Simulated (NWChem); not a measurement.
# CH4GeS (SMILES S=[CH][GeH3]) at 6 levels

We compute a comparison of 6 runs (HF/3-21G, HF/def2-SVP, B3LYP/3-21G, B2PLYP/6-31G, B3LYP/6-31G*, CCSD/STO-3G) of CH4GeS. 

The calculation is run with NWChem 7.3.0.

### Step 1. The molecule

CH4GeS has 7 atoms, charge 0, and is taken as a singlet. As SMILES, `S=[CH][GeH3]`. Geometry: relaxed at PBE0-D4/def2-TZVP.

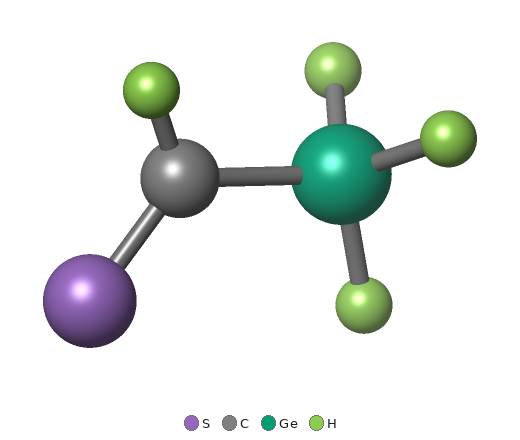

The structure, seen from a chosen angle (sulfur purple, carbon grey, germanium teal, hydrogen green).

### Step 2. Energy and gradient at HF/3-21G (run 1)

ch4ges.xyz

```xyz
7
CH4GeS gradient
S      0.113400    -2.333900     0.621500
C     -0.561700    -0.986600     0.064700
Ge     0.366400     0.736100    -0.085300
H     -1.607200    -1.010200    -0.257200
H      0.334100     1.187100    -1.556200
H     -0.388400     1.778000     0.758900
H      1.804600     0.561500     0.408000
```

run.py

```python
from ase.io import read
from ase.calculators.nwchem import NWChem

system = read('ch4ges.xyz')

calc = NWChem(
    label='ch4ges',
    theory='scf',
    memory='2200 mb',
    basis='3-21G',
    basispar='spherical bse',
    scf={'nopen': '0', 'rhf': None, 'thresh': '1e-08', 'maxiter': '80'},
)
system.calc = calc

forces = system.get_forces()
print("Total energy (eV):", round(system.get_potential_energy(), 6))
print("forces (eV/A):")
for s, f in zip(system.symbols, forces):
    print(f"{s:2s} {f[0]:10.5f} {f[1]:10.5f} {f[2]:10.5f}")
print("dipole (e A):", system.get_dipole_moment().round(4))
```

Command:

```bash
$ export ASE_NWCHEM_COMMAND="nwchem PREFIX.nwi > PREFIX.nwo"
$ python run.py
```

Log:

```text
Total energy (eV): -68050.892187
forces (eV/A):
S     0.72557   -1.71127    0.66581
C    -1.24061    1.64679   -0.81082
Ge   -0.01841    0.13164   -0.04011
H     0.54836   -0.02103    0.17746
H     0.01034   -0.02695   -0.00489
H     0.00242   -0.02041    0.02113
H    -0.02767    0.00123   -0.00859
dipole (e A): [-0.164   0.4235 -0.1598]
```

The calculator wrote ch4ges.nwi:

```
title "ch4ges"

permanent_dir ch4ges

scratch_dir ch4ges

start ch4ges

geometry units angstrom nocenter noautosym noautoz
  S  1.1340000000000000e-01 -2.3338999999999999e+00 6.2150000000000005e-01
  C  -5.6169999999999998e-01 -9.8660000000000003e-01 6.4699999999999994e-02
  Ge 3.6640000000000000e-01 7.3609999999999998e-01 -8.5300000000000001e-02
  H  -1.6072000000000000e+00 -1.0102000000000000e+00 -2.5719999999999998e-01
  H  3.3410000000000001e-01 1.1871000000000000e+00 -1.5562000000000000e+00
  H  -3.8840000000000002e-01 1.7780000000000000e+00 7.5890000000000002e-01
  H  1.8046000000000000e+00 5.6150000000000000e-01 4.0799999999999997e-01
end

memory 2200 mb

basis spherical bse noprint
   * library 3-21G
end

scf
  nopen 0
  rhf
  thresh 1e-08
  maxiter 80
end

task scf gradient
```

ch4ges.nwo:

```text
Northwest Computational Chemistry Package (NWChem) 7.3.0
             --------------------------------------------------------

           Job information
           ---------------

    nwchem branch   = 7.3.0
    use scalapack   = T
    input           = ch4ges.nwi
    prefix          = ch4ges.
    data base       = ch4ges/ch4ges.db
    status          = startup
    nproc           =        1

           Memory information
           ------------------

[... 5 lines left out ...]
    hardfail = no
[... 137 lines left out ...]
         Quadratically convergent ROHF
[... 14 lines left out ...]
       Final RHF  results
[... 4 lines left out ...]
      Two-electron energy =   1207.976344693139
[... 48 lines left out ...]
                       ROHF Final Molecular Orbital Analysis
[... 231 lines left out ...]
                 ----------------------------------------
                 |  Time  |  1-e(secs)   |  2-e(secs)   |
                 ----------------------------------------
                 |  CPU   |       0.00   |       0.88   |
                 ----------------------------------------
                 |  WALL  |       0.00   |       0.88   |
                 ----------------------------------------

 Task  times  cpu:        4.5s     wall:        4.5s
 Total times  cpu:        4.5s     wall:        4.5s
```

Run time: 5.7 s. Hardware: 1 thread of Intel Xeon 6975P-C (Granite Rapids), shared host; peak memory 0.099 GiB.

### Step 3. Energy and gradient at HF/def2-SVP (run 2)

run.py

```python
from ase import Atoms
from ase.calculators.nwchem import NWChem

molecule = Atoms(['S', 'C', 'Ge', 'H', 'H', 'H', 'H'], positions=[
    [0.113400, -2.333900, 0.621500],
    [-0.561700, -0.986600, 0.064700],
    [0.366400, 0.736100, -0.085300],
    [-1.607200, -1.010200, -0.257200],
    [0.334100, 1.187100, -1.556200],
    [-0.388400, 1.778000, 0.758900],
    [1.804600, 0.561500, 0.408000],
])

calc = NWChem(
    label='sp',
    theory='scf',
    memory='2200 mb',
    basis='def2-SVP',
    basispar='spherical bse',
    scf={'nopen': '0', 'rhf': None, 'thresh': '1e-08', 'maxiter': '80'},
)
molecule.calc = calc

forces = molecule.get_forces()
e = molecule.get_potential_energy()
print(f"E = {e:.6f} eV")
print("forces (eV/A):")
for s, f in zip(molecule.symbols, forces):
    print(f"{s:2s} {f[0]:10.5f} {f[1]:10.5f} {f[2]:10.5f}")
print("dipole (e A):", molecule.get_dipole_moment().round(4))
```

Command:

```bash
$ export ASE_NWCHEM_COMMAND="nwchem PREFIX.nwi > PREFIX.nwo"
$ python run.py
```

Log:

```text
E = -68372.098468 eV
forces (eV/A):
S    -0.11673    0.12696   -0.06916
C    -0.09451   -0.25351    0.03533
Ge    0.12799    0.22060   -0.01692
H     0.09349   -0.05404    0.04330
H     0.01378   -0.03173    0.06531
H     0.04222   -0.05502   -0.02551
H    -0.06623    0.04685   -0.03229
dipole (e A): [-0.1455  0.3328 -0.1308]
```

The calculator wrote sp.nwi:

```
title "sp"

permanent_dir sp

scratch_dir sp

start sp

geometry units angstrom nocenter noautosym noautoz
  S  1.1340000000000000e-01 -2.3338999999999999e+00 6.2150000000000005e-01
  C  -5.6169999999999998e-01 -9.8660000000000003e-01 6.4699999999999994e-02
  Ge 3.6640000000000000e-01 7.3609999999999998e-01 -8.5300000000000001e-02
  H  -1.6072000000000000e+00 -1.0102000000000000e+00 -2.5719999999999998e-01
  H  3.3410000000000001e-01 1.1871000000000000e+00 -1.5562000000000000e+00
  H  -3.8840000000000002e-01 1.7780000000000000e+00 7.5890000000000002e-01
  H  1.8046000000000000e+00 5.6150000000000000e-01 4.0799999999999997e-01
end

memory 2200 mb

basis spherical bse noprint
   * library def2-SVP
end

scf
  nopen 0
  rhf
  thresh 1e-08
  maxiter 80
end

task scf gradient
```

sp.nwo:

```text
Northwest Computational Chemistry Package (NWChem) 7.3.0
             --------------------------------------------------------

           Job information
           ---------------

    nwchem branch   = 7.3.0
    use scalapack   = T
    input           = sp.nwi
    prefix          = sp.
    data base       = sp/sp.db
    status          = startup
    nproc           =        1

           Memory information
           ------------------

[... 5 lines left out ...]
    hardfail = no
[... 137 lines left out ...]
         Quadratically convergent ROHF
[... 15 lines left out ...]
       Final RHF  results
[... 4 lines left out ...]
      Two-electron energy =   1209.912638692269
[... 48 lines left out ...]
                       ROHF Final Molecular Orbital Analysis
[... 228 lines left out ...]
                 ----------------------------------------
                 |  Time  |  1-e(secs)   |  2-e(secs)   |
                 ----------------------------------------
                 |  CPU   |       0.00   |       3.60   |
                 ----------------------------------------
                 |  WALL  |       0.00   |       3.60   |
                 ----------------------------------------

 Task  times  cpu:       17.1s     wall:       17.1s
 Total times  cpu:       17.1s     wall:       17.1s
```

Run time: 19 s. Hardware: 1 thread of Intel Xeon 6975P-C (Granite Rapids), shared host; peak memory 0.096 GiB.

Run 3 isn't shown in full; the table further down has it.

### Step 4. The energy at B2PLYP/6-31G (run 4)

sp.nw

```
start sp
title "CH4GeS"
memory stack 880 mb heap 220 mb global 1100 mb

geometry units angstrom noautosym nocenter noautoz
  S      0.113400    -2.333900     0.621500
  C     -0.561700    -0.986600     0.064700
  Ge     0.366400     0.736100    -0.085300
  H     -1.607200    -1.010200    -0.257200
  H      0.334100     1.187100    -1.556200
  H     -0.388400     1.778000     0.758900
  H      1.804600     0.561500     0.408000
end

basis "ao basis" spherical bse
  * library 6-31G
end

dft
  xc hfexch 0.53 becke88 0.47 lyp 0.73 mp2 0.27
  dftmp2 semidirect
  grid xfine
  convergence energy 1e-08
  iterations 100
  mulliken
  noprint "final vectors analysis"
end

mp2
  freeze core 15
end

task dft
```

Command:

```bash
$ nwchem sp.nw > sp.out
```

Log:

```text
[...]
          Wavefunction type:  closed shell.
          No. of atoms     :     7
          No. of electrons :    58
[...]
          Charge           :     0
          Spin multiplicity:     1
[...]
          AO basis - number of functions:    57
[...]
              XC Information
              --------------
                     Hartree-Fock (Exact) Exchange  0.530
                    Becke 1988 Exchange Functional  0.470
              Lee-Yang-Parr Correlation Functional  0.730
[...]
 d= 0,ls=0.0,diis     1  -2514.4563188842 -2.74D+03  1.93D-02  3.03D-01     2.2
[...]
 d= 0,ls=0.0,diis     8  -2514.5109350630 -1.66D-09  4.59D-06  7.12D-08    12.6
         Total DFT energy =    -2514.510935062958
      One electron energy =    -3948.718223445592
           Coulomb energy =     1318.998419536448
    Exchange-Corr. energy =     -110.955091624275
 Nuclear repulsion energy =      226.163960470461
[...]
      Total Density - Mulliken Population Analysis
     ---------------------------------------------
    Atom       Charge   Shell Charges
 -----------   ------   -------------------------------------------------------
    1 S   16    15.91   2.00  2.00  5.97  1.37  2.93  0.57  1.07
    2 C    6     6.59   2.00  0.70  1.93  0.77  1.19
    3 Ge  32    31.44   2.00  2.00  6.00  2.00  5.99  1.21  2.10  0.08  0.09  6.89  3.09
    4 H    1     0.79   0.53  0.26
    5 H    1     1.09   0.49  0.60
    6 H    1     1.09   0.49  0.60
    7 H    1     1.08   0.50  0.58
[...]
  Basis functions       =     57
[...]
```

Run time: 15 s. Hardware: 1 thread of Intel Xeon 6975P-C (Granite Rapids), shared host; peak memory 0.15 GiB.

Run 5 isn't shown in full; the table further down has it.

### Step 5. The energy at CCSD/STO-3G (run 6)

ch4ges.nw

```
start ch4ges
title "CH4GeS ccsd"
memory stack 880 mb heap 220 mb global 1100 mb
geometry units angstroms noautosym nocenter noautoz
   S     0.113400   -2.333900    0.621500
   C    -0.561700   -0.986600    0.064700
   Ge    0.366400    0.736100   -0.085300
   H    -1.607200   -1.010200   -0.257200
   H     0.334100    1.187100   -1.556200
   H    -0.388400    1.778000    0.758900
   H     1.804600    0.561500    0.408000
end
basis spherical bse
   * library STO-3G
end
scf
   thresh 1e-08
   maxiter 80
   print medium
end
ccsd
   freeze core 15
   maxiter 60
end
task ccsd energy
```

Command:

```bash
$ nwchem ch4ges.nw > ch4ges.out
```

Log:

```text
[...]
  functions       =    36
[...]
  wavefunction    = RHF
[...]
         Total SCF energy =  -2484.611716294619
      One-electron energy =  -3933.022132510981
      Two-electron energy =   1222.246455745901
 Nuclear repulsion energy =    226.163960470461
        Time for solution =      1.9s
[...]
 Total MP2 energy:          -2484.760158255876377
[...]
             energy      energy      error      ampl     ampl      Block
                                                time     time      time
[...]
 Total CCSD energy:          -2484.796034811014579
[...]
```

Wall time 7.2 s (1 thread of Intel Xeon 6975P-C (Granite Rapids), shared host); peak memory 0.11 GiB.

### Step 6. Overview of the runs

```csv
run,level,iteration cap,module,energy (Eh),dipole moment (D),HOMO energy (eV),LUMO energy (eV),wall time
1,HF/3-21G,80,scf,-2500.824182,2.31,-9.15,1.14,5.7 s
2,HF/def2-SVP,80,scf,-2512.628295,1.85,-9.08,1.29,19 s
3,B3LYP/3-21G,100,dft,-2503.463550,1.95,-6.05,-2.62,17 s
4,B2PLYP/6-31G,100,dft,-2514.630235,2.15,–,–,15 s
5,B3LYP/6-31G* (spherical functions),100,dft,-2515.414287,1.77,-6.06,-2.63,31 s
6,CCSD/STO-3G,80,ccsd,-2484.796035,–,-5.89,5.86,7.2 s
```

### Step 7. What came out

```
                                           quantity           value
                                run 6: total energy  -2484.79603 Eh
         run 6: HOMO energy (Hartree–Fock orbitals)        -5.89 eV
         run 6: LUMO energy (Hartree–Fock orbitals)         5.86 eV
       run 6: HOMO–LUMO gap (Hartree–Fock orbitals)        11.75 eV
run 6: correlation energy (15 core orbitals frozen)      -184.3 mEh
```

In words: Over runs 1, 2, 3, 4, 5 the dipole moment (its size) runs from 1.77 D (B3LYP/6-31G*) to 2.31 D (HF/3-21G). The two ends differ in method and basis. Over runs 1, 2, 3, 5 the HOMO–LUMO gap runs from 3.43 eV (B3LYP/6-31G*) to 10.36 eV (HF/def2-SVP). Totals of different functionals can't be ranked against each other. In run 6 the basis is minimal, so the values are rough. All runs together took 93 s, the longest 31 s.
